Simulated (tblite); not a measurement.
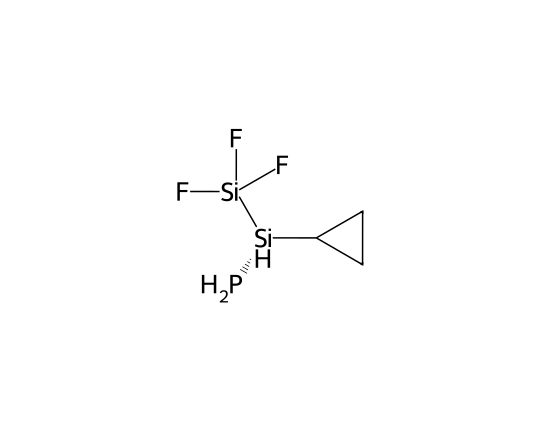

Source: calculation with tblite.

### Give its SMILES.

F[Si](F)(F)[Si@@H](P)C1CC1

### Give the formula, hydrogens included.

C3H8F3PSi2.

### An optimisation with GFN2-xTB gave a structure of which point group?

C1.
